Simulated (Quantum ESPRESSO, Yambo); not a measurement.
# Quasiparticle gap of PtSe2 (1T monolayer) in Yambo, part 2 of 3

How does a plane-wave GW calculation on PtSe2 (1T monolayer) run from the first input to the gap?

Quantum ESPRESSO 7.5 and Yambo 5.3.0; PBE and many-body steps on it, plane waves. Known limits of the many-body steps: not at the basis limit; no spin polarisation; d states lean on the start; no spin-orbit coupling.

So far. Step 3 (Ground state): The gap is indirect, with the least direct gap 0.10 eV higher.

## (4) Bands along the symmetry lines

Level of this step: DFT, PBE, plane waves, norm-conserving pseudopotentials (Quantum ESPRESSO).

The cheap functional maps the bands first; the places of the edges decide which points the dearer methods must see.

pw.in

```
&control
  calculation = 'bands'
  prefix = 'x'
  outdir = 'o'
  pseudo_dir = 'pseudo'
/
&system
  ibrav = 0
  nat = 3
  ntyp = 2
  ecutwfc = 104.0
  nbnd = 39
  force_symmorphic = .true.
/
&electrons
  conv_thr = 1e-9
  electron_maxstep = 80
  diago_full_acc = .true.
  diago_thr_init = 5e-6
/
ATOMIC_SPECIES
  Pt 195.08 Pt.upf
  Se 78.971 Se.upf
CELL_PARAMETERS angstrom
  3.7512087407 -0.0000000002 0.0000000000
  -1.8756043702 3.2486420644 0.0000000000
  0.0000000000 0.0000000000 15.0000000000
ATOMIC_POSITIONS crystal
  Pt 0.0000000000 0.0000000000 0.5000000000
  Se 0.3333333333 0.6666666667 0.5869754156
  Se 0.6666666667 0.3333333333 0.4130245844
K_POINTS crystal
  25
  0.00000000 0.00000000 0.00000000 1
  0.06250000 0.00000000 0.00000000 1
  0.12500000 0.00000000 0.00000000 1
  0.18750000 0.00000000 0.00000000 1
  0.25000000 0.00000000 0.00000000 1
  0.31250000 0.00000000 0.00000000 1
  0.37500000 0.00000000 0.00000000 1
  0.43750000 0.00000000 0.00000000 1
  0.50000000 0.00000000 0.00000000 1
  0.47916667 0.04166667 0.00000000 1
  0.45833333 0.08333333 0.00000000 1
  0.43750000 0.12500000 0.00000000 1
  0.41666666 0.16666666 0.00000000 1
  0.39583333 0.20833333 0.00000000 1
  0.37500000 0.25000000 0.00000000 1
  0.35416666 0.29166666 0.00000000 1
  0.33333333 0.33333333 0.00000000 1
  0.29166666 0.29166666 0.00000000 1
  0.25000000 0.25000000 0.00000000 1
  0.20833333 0.20833333 0.00000000 1
  0.16666666 0.16666666 0.00000000 1
  0.12500000 0.12500000 0.00000000 1
  0.08333333 0.08333333 0.00000000 1
  0.04166667 0.04166667 0.00000000 1
  0.00000000 0.00000000 0.00000000 1
```

Started as:

```console
> OMP_NUM_THREADS=1 mpirun -n 8 pw.x -nk 8 -in pw.in > pw.out
```

The program printed:

```text
[banner, memory and clock lines left out]
Program PWSCF v.7.5 starts

     Atomic positions and unit cell read from directory:
     o/x.save/

     Message from routine setup:
     using ibrav=0 with symmetry is DISCOURAGED, use correct ibrav instead

     G-vector sticks info

     bravais-lattice index     =            0
     lattice parameter (alat)  =       7.0888  a.u.
     unit-cell volume          =    1233.5619 (a.u.)^3
     number of atoms/cell      =            3
     number of atomic types    =            2
     number of electrons       =        66.00
     number of Kohn-Sham states=           39
     kinetic-energy cutoff     =     104.0000  Ry
     charge density cutoff     =     416.0000  Ry
     Exchange-correlation= PBE
                           (   1   4   3   4   0   0   0)

     celldm(1)=   7.088757  celldm(2)=   0.000000  celldm(3)=   0.000000
     celldm(4)=   0.000000  celldm(5)=   0.000000  celldm(6)=   0.000000

     crystal axes: (cart. coord. in units of alat)
               a(1) = (   1.000000  -0.000000   0.000000 )
               a(2) = (  -0.500000   0.866025   0.000000 )
               a(3) = (   0.000000   0.000000   3.998711 )

     reciprocal axes: (cart. coord. in units 2 pi/alat)
               b(1) = (  1.000000  0.577350 -0.000000 )
               b(2) = (  0.000000  1.154701 -0.000000 )
               b(3) = ( -0.000000 -0.000000  0.250081 )
     Pseudo is Norm-conserving + core correction, Zval = 18.0
     Generated using ONCVPSP code by D. R. Hamann
     Using radial grid of 1374 points,  8 beta functions with:
     Pseudo is Norm-conserving + core correction, Zval = 24.0
     Generated using ONCVPSP code by D. R. Hamann
     Using radial grid of 1214 points,  6 beta functions with:
     Pt               18.00   195.08000     Pt( 1.00)
     Se               24.00    78.97100     Se( 1.00)

     12 Sym. Ops., with inversion, found

   Cartesian axes

     site n.     atom                  positions (alat units)
         1        Pt     tau(   1) = (   0.0000000   0.0000000   1.9993555  )
         2        Se     tau(   2) = (  -0.0000000   0.5773503   2.3471451  )
         3        Se     tau(   3) = (   0.5000000   0.2886751   1.6515660  )

     number of k points=    25
                       cart. coord. in units 2pi/alat
        k(    1) = (   0.0000000   0.0000000   0.0000000), wk =   0.0800000
        k(    2) = (   0.0625000   0.0360844   0.0000000), wk =   0.0800000
        k(    3) = (   0.1250000   0.0721688   0.0000000), wk =   0.0800000
[...]
[... 13 further rows ...]
        k(   24) = (   0.0416667   0.0721688   0.0000000), wk =   0.0800000
        k(   25) = (   0.0000000   0.0000000   0.0000000), wk =   0.0800000

     Dense  grid:   176333 G-vectors     FFT dimensions: (  48,  48, 192)

     The potential is recalculated from file :
     o/x.save/charge-density

     Starting wfcs are   36 randomized atomic wfcs +    3 random wfcs

     Band Structure Calculation

     End of band structure calculation

          k = 0.0000 0.0000 0.0000 ( 22125 PWs)   bands (ev):

  -207.1274-207.1274-146.6148-146.6148-146.6148-146.6148-146.5688-146.5688
   -97.9356 -52.0851 -52.0851 -52.0080 -46.7891 -46.7891 -46.7876 -46.7876
   -46.7472 -46.7472 -46.7445 -46.7445 -46.7318 -46.7314 -13.3340 -11.5590
    -4.4339  -4.4339  -4.3839  -2.1850  -2.1850  -0.6046   0.0281   0.5605
     0.5605   3.5221   3.5221   4.9117   5.8462   6.0551   6.2039

          k = 0.0625 0.0361 0.0000 ( 22144 PWs)   bands (ev):

  -207.1274-207.1274-146.6148-146.6148-146.6148-146.6148-146.5688-146.5688
[...]
0.5638   3.2298   3.4571   5.0396   5.9320   6.1684   6.4605

          k = 0.1250 0.0722 0.0000 ( 22166 PWs)   bands (ev):

  -207.1274-207.1274-146.6148-146.6148-146.6148-146.6148-146.5688-146.5688
[...]
0.5453   2.6226   3.3100   5.3428   6.1055   6.4906   6.9189

[...]
k = 0.0417 0.0722 0.0000 ( 22163 PWs)   bands (ev):

  -207.1274-207.1274-146.6148-146.6148-146.6148-146.6148-146.5688-146.5688
[...]
0.5641   3.1560   3.4257   5.0791   5.9544   6.2060   6.5397

          k = 0.0000 0.0000 0.0000 ( 22125 PWs)   bands (ev):

  -207.1274-207.1274-146.6148-146.6148-146.6148-146.6148-146.5688-146.5688
[...]
-46.7472 -46.7472 -46.7445 -46.7445 -46.7318 -46.7314 -13.3340 -11.5590
    -4.4339  -4.4339  -4.3839  -2.1850  -2.1850  -0.6046   0.0281   0.5605
     0.5605   3.5221   3.5221   4.9117   5.8462   6.0551   6.2039

     XML data file, pseudopotentials, collected wavefunctions
```

Run time: 16 s. Hardware: 8 MPI ranks of AMD EPYC 7R43, shared host; peak memory 1.5 GiB; 2.1 min of CPU time.

This step gave:

```
gap                        : 1.408 eV
k of the valence top       : 0.0417, 0.0417, 0
k of the conduction bottom : 0.25, 0, 0
least direct gap           : 1.577 eV
```

The gap is 1.408 eV, +0.012 eV from the run before at this level.

The electronic bands at the labelled points (eV, zero at the top of the highest filled band):

| point | band 30 | band 31 | band 32 | band 33 | band 34 | band 35 | band 36 | band 37 |
| --- | --- | --- | --- | --- | --- | --- | --- | --- |
| Γ | -1.17 | -0.54 | 0.00 | 0.00 | 2.96 | 2.96 | 4.35 | 5.28 |
| M | -2.22 | -1.89 | -1.80 | -1.33 | 2.39 | 2.72 | 4.73 | 6.23 |
| K | -2.44 | -2.14 | -0.93 | -0.93 | 1.83 | 1.83 | 6.11 | 8.15 |
| Γ | -1.17 | -0.54 | 0.00 | 0.00 | 2.96 | 2.96 | 4.35 | 5.28 |

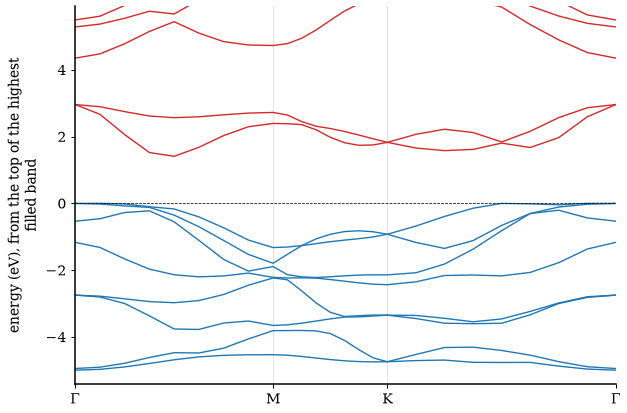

Electronic bands along the path; lines of filled and empty bands in two colours.

## (5) Empty states on the mesh, 6×6×1 mesh, 84 bands

The sums over transitions need many empty states on a uniform mesh; this step solves for them.

pw.in

```
&control
  calculation = 'nscf'
  prefix = 'x'
  outdir = 'o'
  pseudo_dir = 'pseudo'
/
&system
  ibrav = 0
  nat = 3
  ntyp = 2
  ecutwfc = 104.0
  nbnd = 84
  force_symmorphic = .true.
/
&electrons
  conv_thr = 1e-9
  electron_maxstep = 80
  diago_full_acc = .true.
  diago_thr_init = 5e-6
/
ATOMIC_SPECIES
  Pt 195.08 Pt.upf
  Se 78.971 Se.upf
CELL_PARAMETERS angstrom
  3.7512087407 -0.0000000002 0.0000000000
  -1.8756043702 3.2486420644 0.0000000000
  0.0000000000 0.0000000000 15.0000000000
ATOMIC_POSITIONS crystal
  Pt 0.0000000000 0.0000000000 0.5000000000
  Se 0.3333333333 0.6666666667 0.5869754156
  Se 0.6666666667 0.3333333333 0.4130245844
K_POINTS automatic
  6 6 1 0 0 0
```

Started as:

```console
> OMP_NUM_THREADS=1 mpirun -n 8 pw.x -nk 4 -in pw.in > pw.out
```

The program printed:

```text
[banner, memory and clock lines left out]
Program PWSCF v.7.5 starts

     Atomic positions and unit cell read from directory:
     o/x.save/

     Message from routine setup:
     using ibrav=0 with symmetry is DISCOURAGED, use correct ibrav instead

     bravais-lattice index     =            0
     lattice parameter (alat)  =       7.0888  a.u.
     unit-cell volume          =    1233.5619 (a.u.)^3
     number of atoms/cell      =            3
     number of atomic types    =            2
     number of electrons       =        66.00
     number of Kohn-Sham states=           84
     kinetic-energy cutoff     =     104.0000  Ry
     charge density cutoff     =     416.0000  Ry
     Exchange-correlation= PBE
                           (   1   4   3   4   0   0   0)

     celldm(1)=   7.088757  celldm(2)=   0.000000  celldm(3)=   0.000000
     celldm(4)=   0.000000  celldm(5)=   0.000000  celldm(6)=   0.000000

     crystal axes: (cart. coord. in units of alat)
               a(1) = (   1.000000  -0.000000   0.000000 )
               a(2) = (  -0.500000   0.866025   0.000000 )
               a(3) = (   0.000000   0.000000   3.998711 )

     reciprocal axes: (cart. coord. in units 2 pi/alat)
               b(1) = (  1.000000  0.577350 -0.000000 )
               b(2) = (  0.000000  1.154701 -0.000000 )
               b(3) = ( -0.000000 -0.000000  0.250081 )
     Pseudo is Norm-conserving + core correction, Zval = 18.0
     Generated using ONCVPSP code by D. R. Hamann
     Using radial grid of 1374 points,  8 beta functions with:
     Pseudo is Norm-conserving + core correction, Zval = 24.0
     Generated using ONCVPSP code by D. R. Hamann
     Using radial grid of 1214 points,  6 beta functions with:
     Pt               18.00   195.08000     Pt( 1.00)
     Se               24.00    78.97100     Se( 1.00)

     12 Sym. Ops., with inversion, found

   Cartesian axes

     site n.     atom                  positions (alat units)
         1        Pt     tau(   1) = (   0.0000000   0.0000000   1.9993555  )
         2        Se     tau(   2) = (  -0.0000000   0.5773503   2.3471451  )
         3        Se     tau(   3) = (   0.5000000   0.2886751   1.6515660  )

     number of k points=     7
                       cart. coord. in units 2pi/alat
        k(    1) = (   0.0000000   0.0000000   0.0000000), wk =   0.0555556
        k(    2) = (   0.0000000   0.1924501   0.0000000), wk =   0.3333333
        k(    3) = (   0.0000000   0.3849002   0.0000000), wk =   0.3333333
        k(    4) = (  -0.0000000  -0.5773503   0.0000000), wk =   0.1666667
        k(    5) = (   0.1666667   0.2886751   0.0000000), wk =   0.3333333
        k(    6) = (   0.1666667   0.4811252   0.0000000), wk =   0.6666667
        k(    7) = (   0.3333333   0.5773503   0.0000000), wk =   0.1111111

     Dense  grid:   176333 G-vectors     FFT dimensions: (  48,  48, 192)

     The potential is recalculated from file :
     o/x.save/charge-density

     Starting wfcs are   36 randomized atomic wfcs +   48 random wfcs

     Band Structure Calculation

     End of band structure calculation

          k = 0.0000 0.0000 0.0000 ( 22125 PWs)   bands (ev):

  -207.1274-207.1274-146.6148-146.6148-146.6148-146.6148-146.5688-146.5688
   -97.9356 -52.0851 -52.0851 -52.0080 -46.7891 -46.7891 -46.7876 -46.7876
   -46.7472 -46.7472 -46.7445 -46.7445 -46.7318 -46.7314 -13.3340 -11.5590
    -4.4339  -4.4339  -4.3839  -2.1850  -2.1850  -0.6046   0.0281   0.5605
[...]
23.8465  23.9268  24.8792  24.8793

          k = 0.0000 0.1925 0.0000 ( 22126 PWs)   bands (ev):

  -207.1274-207.1274-146.6148-146.6148-146.6148-146.6148-146.5688-146.5688
[...]
24.5707  24.7320  24.9187  24.9622

          k = 0.0000 0.3849 0.0000 ( 22140 PWs)   bands (ev):

  -207.1274-207.1274-146.6148-146.6148-146.6148-146.6148-146.5688-146.5688
[...]
19.4754  20.2872  20.8672  20.9243  21.3685  21.7272  22.0648  22.1340
    22.3277  23.0742  23.2370  23.3912  23.7947  23.9118  24.5078  24.5459
    25.5593  25.8582  26.0170  26.2927

          k =-0.0000-0.5774 0.0000 ( 21988 PWs)   bands (ev):

     [... further k-points ...]

     highest occupied, lowest unoccupied level (ev):     0.5608    2.2323

     XML data file, pseudopotentials, collected wavefunctions
```

Wall time 13 s (8 MPI ranks); peak memory 1.3 GiB.

Numbers from this step:

| Item | Value |
| --- | --- |
| gap | 1.671 eV |
| k of the valence top | 0.1667, 0.1667, 0 |
| k of the conduction bottom | 0, 0.1667, 0 |
| least direct gap | 1.743 eV |
| k points computed | 7 |
| lowest point of the top converged band, above the valence top | 24.32 eV |

On this mesh the gap is 1.671 eV. The earlier step found 1.396 eV, so this mesh misses an edge.

## (6) Conversion and set-up

This step: Yambo 5.3.0; conversion and set-up on PBE, plane waves, norm-conserving pseudopotentials.

The states are converted to the many-body program's format and the q mesh is built.

Started as:

```console
> (cd o/x.save; p2y > p2y.log; mv SAVE ../..); yambo > setup.log
```

The program printed:

```text
 Yambo, version 5.3.0

 [02] CORE Variables Setup
 =========================

  [02.01] Unit cells
  ==================

  Cell kind             :  HCP
  Atoms in the cell     :  Pt  Se
  number of Pt atoms    :  1
  number of Se atoms    :  2

  List of atomic masses
  Mass of Pt    :  195.0800
  Mass of Se    :  78.97100

  List of atomic coordinates    : [cc]
  Pt1       :   0.00000   0.00000  14.17295  order 1
  Se1       : -0.16547E-09   4.0927       16.638      order 2
  Se2       :   3.54438   2.04635  11.70755  order 3

  Alat factors          :   7.08876   6.13904  28.34589 [a.u.]
  Direct lattice volume :   1233.56    [a.u.]
  Direct lattice vectors:  A[ 1 ]  A[ 2 ]  A[ 3 ]
   A[ 1 ]:   1.0000     -0.61564E-10   0.0000      [iru]
    7.0888     -0.37795E-09   0.0000      [cc]
   A[ 2 ]: -0.500000  1.000000  0.000000  [iru]
  -3.544379  6.139044  0.000000  [cc]
   A[ 3 ]:  0.000000  0.000000  1.000000  [iru]
    0.00000   0.00000  28.34589  [cc]

  Recip. lattice volume :  0.201085 [a.u.]
  Recip. lattice vectors:  B[ 1 ]  B[ 2 ]  B[ 3 ]
   B[ 1 ]:  1.000000  0.500000  0.000000  [iku]
   0.886359  0.511740 -0.000000  [cc]
   B[ 2 ]:  0.61564E-10   1.0000       0.0000      [iku]
   0.54568E-10   1.0235      -0.0000      [cc]
   B[ 3 ]:  0.000000  0.000000  1.000000  [iku]
  -0.000000 -0.000000  0.221661  [cc]

  [02.02] Symmetries
  ==================

  Inversion symmetry    : yes
  Spatial inversion     : yes
  Inversion index       :   7
  K-space Time-reversal : no
  Magnetic symmetries   : no
  Group table correct   : yes
  Symmetries units      :  [cc]

   [S  1]:   1.0000      0.50197E-26   0.0000     -0.22030E-18   1.0000       0.0000       0.0000       0.0000       1.0000
   [S  2]:   1.0000     -0.10663E-09   0.0000     -0.92346E-10  -1.0000       0.0000       0.0000       0.0000      -1.0000
   [S  3]: -0.500000  0.866025  0.000000 -0.866025 -0.500000  0.000000  0.000000  0.000000  1.000000
[...]
[S 11]:  0.500000  0.866025  0.000000  0.866025 -0.500000  0.000000  0.000000  0.000000  1.000000
   [S 12]:  0.500000 -0.866025  0.000000 -0.866025 -0.500000  0.000000  0.000000  0.000000  1.000000

  [02.03] Reciprocal space
  ========================

  nG shells         :   7736
  nG charge         :  176333
  nG WFs            :  25883
  nC WFs            :  22140
  G-vecs. in first 80 shells:  [ Number ]
     1    3    5    7    9   15   27   29   41
    53   55   67   79   81   93   99  101  113
   125  137  149  161  163  169  181  193  205
[...]
787   811   823   835   847   871   883   889
  ...
  Shell energy in first 80 shells:  [ mHa ]
[...]
4543.85      4550.69      4551.71      4675.55      4713.80      4738.36      4812.06      4815.10      4870.06
    4934.90      5067.61      5106.87      5108.89      5238.56      5327.97      5338.86      5527.54      5598.20
[...]
K/Q-points units:
  rlu = crystal or reduced units; cc = cartesian coordinates; iku = interal k-units

  K [1]          [rlu]:  0.000000  0.000000  0.000000
         WF components:  22125
  K [2]          [rlu]: -0.65424E-26  0.16667       0.0000
         WF components:  22126
  K [3]          [rlu]: -0.13085E-25  0.33333       0.0000
         WF components:  22140
  K [4]          [rlu]:  0.16396E-25 -0.50000       0.0000
         WF components:  21988
  K [5]          [rlu]:  0.166667  0.166667  0.000000
         WF components:  22093
  K [6]          [rlu]:  0.166667  0.333333  0.000000
         WF components:  22052
  K [7]          [rlu]:  0.333333  0.333333  0.000000
         WF components:  22038

  [02.05] Energies & Occupations
  ==============================

  [X] === General ===
  [X] Electronic Temperature                        :  0.000000  0.000000 [eV K]
  [X] Bosonic    Temperature                        :  0.000000  0.000000 [eV K]
  [X] Finite Temperature mode                       : no
  [X] El. density                                   :  0.36106E+24 [cm-3]
  [X] Fermi Level                                   :  0.560801 [eV]

  [X] === Gaps and Widths ===
  [X] Conduction Band Min                           :  1.671470 [eV]
  [X] Valence Band Max                              :  0.000000 [eV]
  [X] Filled Bands                                  :   33
  [X] Empty Bands                                   :   34   84
  [X] Direct Gap                                    :  1.742775 [eV]
  [X] Direct Gap localized at k                     :  2
  [X] Indirect Gap                                  :  1.671470 [eV]
  [X] Indirect Gap between kpts                     :   5   2
  [X] Last valence band width                       :  1.322094 [eV]
  [X] 1st conduction band width                     :  1.289815 [eV]

  E @ K [1]:  [eV]
  -207.6882 -207.6882 -147.1756 -147.1756 -147.1756 -147.1756 -147.1296 -147.1295
[...]
occ @ K [1]
[...]
E @ K [2]:  [eV]
[...]
occ @ K [2]
[...]
E @ K [3]:  [eV]
[...]
occ @ K [3]
[...]
E @ K [4]:  [eV]
[...]
occ @ K [4]
[...]
E @ K [5]:  [eV]
[...]
occ @ K [5]
[...]
E @ K [6]:  [eV]
[...]
occ @ K [6]
[...]
E @ K [7]:  [eV]
[...]
occ @ K [7]
[...]
0.000000  0.000000  0.000000  0.000000  0.000000  0.000000  0.000000  0.000000
   0.000000  0.000000  0.000000  0.000000  0.000000  0.000000  0.000000  0.000000

 [03] Transferred momenta grid and indexing
 ==========================================

 IBZ Q-points                                      :   7
 BZ  Q-points                                      :   36

 K/Q-points units:
 rlu = crystal or reduced units; cc = cartesian coordinates; iku = interal k-units

 Q [1]          [rlu]:  0.000000  0.000000  0.000000
 Q [2]          [rlu]: -0.42396E-19  0.16667       0.0000
 Q [3]          [rlu]: -0.84793E-19  0.33333       0.0000
 Q [4]          [rlu]:  0.12719E-18 -0.50000       0.0000
 Q [5]          [rlu]:  0.166667  0.166667  0.000000
 Q [6]          [rlu]:  0.166667  0.333333  0.000000
 Q [7]          [rlu]:  0.333333  0.333333  0.000000

  [03.01] X indexes
  =================

   [03.01.01] Sigma indexes
   ========================

 [06] Game Over & Game summary
```

Elapsed: 5.3 s, on 1 MPI rank; peak memory 0.27 GiB.

(Part 2 of 3 ends here.)

[Paths, hosts, dates, memory and timing lines, banners, echoed tables and standing remarks are left out of the program output.]

[Logs are printed without paths, hosts, clocks, repeated set-up lines and the standing remarks that a program may print on its own settings, such as how far it seeks lower states.]

[Runs of the session that timed out or met a known fault of the program may be left out.]

[Hosts, paths, dates, database ids (printed as entryN), source tags and the programs' standing remarks are cut or masked in the printed files.]
